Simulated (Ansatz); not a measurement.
# CH7ClOSi2: rigid torsion scan in Python

The task is a rigid torsion scan, for CH7ClOSi2. SMILES: C[SiH2]O[SiH2]Cl.

Program: Ansatz 0.2.0 through its Python package. Level of theory: B3LYP+D4/6-31G*. These are calculated values, not measurements.

## 1. The system

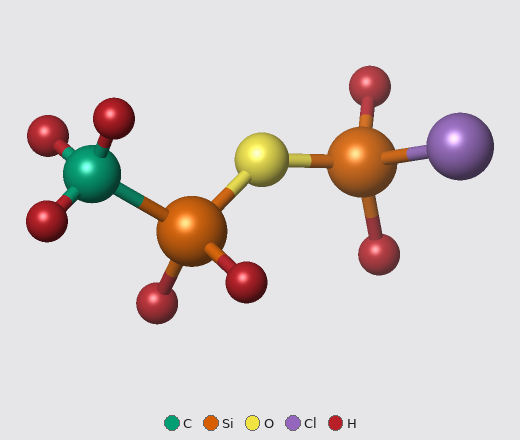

The structure that the script starts from, seen from a chosen angle (carbon teal, silicon orange, oxygen yellow, chlorine purple, hydrogen red).

The script holds or builds the structure itself.

## 2. Script

ch7closi2.py

```python
"""Rigid torsion scan of CH7ClOSi2."""

import warnings

import ansatz as az
from ase import Atoms

config = {
    "basis": "6-31G*",
    "xc": "b3lyp",
    "dispersion": "d4",
    "force_tol": 0.02,
}

warnings.simplefilter("ignore", az.DeckWarning)

atoms = Atoms(["C", "Si", "O", "Si", "Cl", "H", "H", "H", "H", "H", "H", "H"], positions=[
    (0.8888, 1.9759, 0.5681),
    (0.056, 0.715, -0.4593),
    (0.022, -0.8167, 0.2126),
    (-0.6759, -2.233, -0.0515),
    (-2.5692, -2.131, 0.6812),
    (1.9597, 1.6692, 0.8036),
    (0.4313, 2.0574, 1.553),
    (0.9214, 2.9495, 0.1116),
    (-1.3262, 1.1619, -0.7758),
    (0.8097, 0.5565, -1.791),
    (0.0641, -3.3074, 0.6185),
    (-0.7637, -2.5424, -1.5316),
])

# start the scan from a relaxed geometry
first = (
    az.Crystal.molecule_from_ase(atoms).calculation()
    .basis(gaussian=config["basis"])
    .functional(config["xc"], dispersion=config["dispersion"])
    .relax(force_tolerance=config["force_tol"], max_steps=80)
)
atoms.positions = first.run(threads=1, backend="cpu").report["positions_ang"]

start = atoms.get_dihedral(0, 1, 2, 3)
energies = {}
for turn in range(0, 360, 40):
    turned = atoms.copy()
    turned.set_dihedral(0, 1, 2, 3, start + turn, indices=[2, 3, 4, 10, 11])
    base = (
        az.Crystal.molecule_from_ase(turned).calculation()
        .basis(gaussian=config["basis"])
        .functional(config["xc"], dispersion=config["dispersion"])
    )
    energies[round((start + turn) % 360)] = base.run(threads=1, backend="cpu").report["free_energy_ev"]
floor = min(energies.values())
print("dihedral C0-Si1-O2-Si3 (deg)   E - E(min) (kcal/mol)")
for angle, e in sorted(energies.items()):
    print(f"{angle:8d} {23.060548 * (e - floor):14.3f}  " + "#" * int(30 * (e - floor) / max(max(energies.values()) - floor, 1e-9)))
```

## 3. The run

The run is started by

```bash
python ch7closi2.py
```

Standard output:

```text
dihedral C0-Si1-O2-Si3 (deg)   E - E(min) (kcal/mol)
      33          0.446  ##############
      73          0.000
     113          0.466  ###############
     153          0.771  #########################
     193          0.728  #######################
     233          0.918  ##############################
     273          0.878  ############################
     313          0.432  ##############
     353          0.411  #############
```

Run time: 5.9 min. Hardware: 1 thread of Arm Neoverse V1, shared host; peak memory 0.29 GiB.

## 4. How the relaxation of run 0 went

Relaxation path:

```csv
step,E - E(step 1) (eV),largest force component (eV/Å)
1,0.0000,1.8336
2,-0.1698,0.7182
3,-0.1905,0.1564
4,-0.1929,0.0847
5,-0.1978,0.0555
6,-0.2011,0.0192
7,-0.1987,0.2256
8,-0.2027,0.0699
9,-0.2027,0.0788
10,-0.2033,0.0328
11,-0.2037,0.0509
12,-0.2041,0.0336
13,-0.2043,0.0256
14,-0.2044,0.0276
15,-0.2045,0.0204
16,-0.2019,0.1472
17,-0.1996,0.2029
18,-0.2047,0.0035
19,-0.2046,0.0541
20,-0.2049,0.0181
21,-0.2050,0.0330
22,-0.2053,0.0519
23,-0.2057,0.0629
24,-0.2062,0.0770
25,-0.2067,0.0902
26,-0.2077,0.1019
27,-0.2090,0.1305
28,-0.2105,0.1271
29,-0.2120,0.1819
30,-0.2134,0.1546
31,-0.2164,0.1183
32,-0.2196,0.0871
33,-0.2224,0.1054
34,-0.2238,0.0844
35,-0.2254,0.0593
36,-0.2266,0.0549
37,-0.2269,0.0727
38,-0.2274,0.0360
39,-0.2276,0.0133
```

Step 1 is the start. Steps 7, 9, 16, 17, 19 were tried and not accepted.

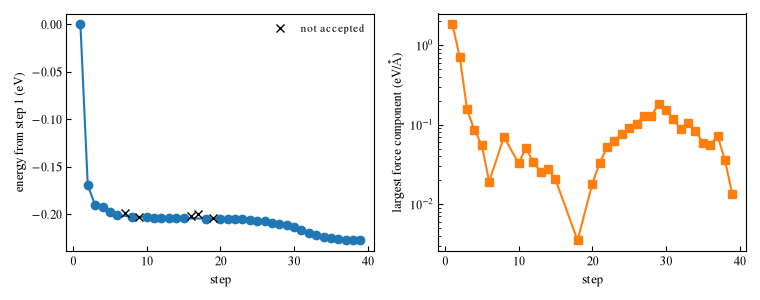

Energy and largest force along the relaxation.

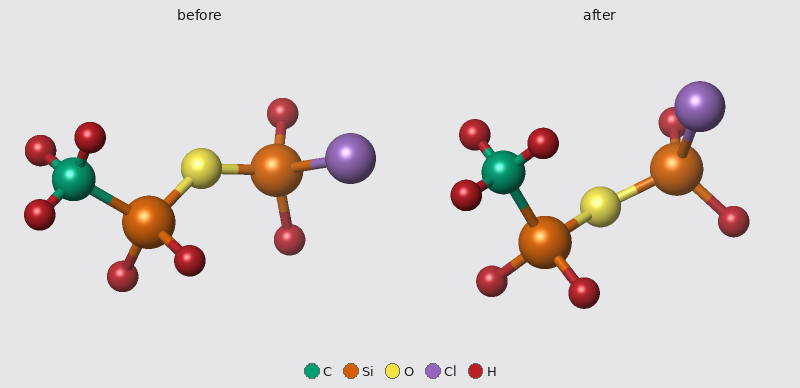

Before and after, at one scale.

Before: Bond lengths: C1–Si2 1.827 Å, Si2–O3 1.673 Å, O3–Si4 1.601 Å, Si4–Cl5 2.033 Å, C1–H6 1.139 Å, C1–H7 1.089 Å, C1–H8 1.076 Å, Si2–H9 1.487 Å, Si2–H10 1.538 Å, Si4–H11 1.467 Å, Si4–H12 1.515 Å. Angles (14 of 19 angles, heavy atoms first): C1–Si2–O3 114.5°, Si2–O3–Si4 138.8°, O3–Si4–Cl5 107.6°, C1–Si2–H9 109.6°, C1–Si2–H10 109.5°, O3–Si2–H9 110.0°, O3–Si2–H10 105.3°, Si2–C1–H6 111.0°, Si2–C1–H7 111.6°, Si2–C1–H8 113.6°, O3–Si4–H11 110.7°, O3–Si4–H12 111.5°, Cl5–Si4–H11 110.0°, Cl5–Si4–H12 108.0°.

After: Bond lengths: C1–Si2 1.872 Å, Si2–O3 1.672 Å, O3–Si4 1.631 Å, Si4–Cl5 2.086 Å, C1–H6 1.096 Å, C1–H7 1.095 Å, C1–H8 1.097 Å, Si2–H9 1.489 Å, Si2–H10 1.485 Å, Si4–H11 1.477 Å, Si4–H12 1.480 Å. Angles (14 of 19 angles, heavy atoms first): C1–Si2–O3 110.3°, Si2–O3–Si4 145.1°, O3–Si4–Cl5 110.3°, C1–Si2–H9 110.6°, C1–Si2–H10 111.4°, O3–Si2–H9 109.1°, O3–Si2–H10 106.4°, Si2–C1–H6 111.1°, Si2–C1–H7 110.9°, Si2–C1–H8 110.6°, O3–Si4–H11 109.4°, O3–Si4–H12 111.3°, Cl5–Si4–H11 107.3°, Cl5–Si4–H12 106.4°.

Run 0 is this relaxation; the runs after it count from 1.

## 5. The engine's runs

The 9 runs, in the order started:

```csv
run,turn (°),energy from run 1 (eV),SCF cycles,CPU time (s)
1,0,0.0000,17,5.2
2,40,0.0202,17,5.3
3,80,0.0334,18,5.7
4,120,0.0316,18,5.4
5,160,0.0398,18,5.3
6,200,0.0381,17,5.4
7,240,0.0187,18,5.5
8,280,0.0178,17,5.4
9,320,0.0193,17,5.7
```

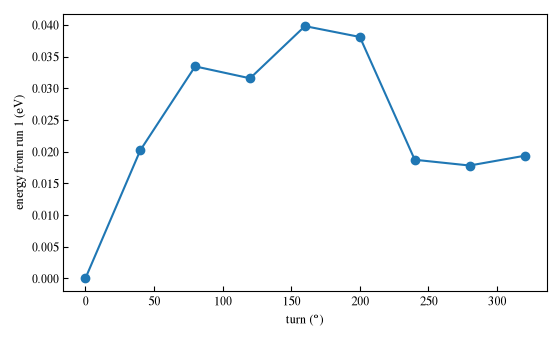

Energy against turn; lines join the points.

## 6. Outcome

| quantity | value |
| --- | --- |
| runs compared | 9 |
| range of energy | 0.040 eV |
| lowest point, turn (°) | 0 |

**Reading.** The lowest point lies at a turn of 0°, the highest 0.040 eV (3.8 kJ/mol) above it at 160°. The grid can miss the true lowest and highest points, and the rest of the molecule is held rigid. Run 0: After 33 moves the largest shift is 1.501 Å, of atom 5 (Cl). So large a move can change the bonding: the results belong to the relaxed structure. The scan is rigid and the energies are electronic, in a modest basis. With rigid groups the curve can differ much from the relaxed path, the start wasn't checked as a minimum of this torsion, and equivalent turns needn't return to the same energy. b3lyp holds the VWN-RPA fit, as in Gaussian; the form of ORCA and Turbomole is b3lyp5.
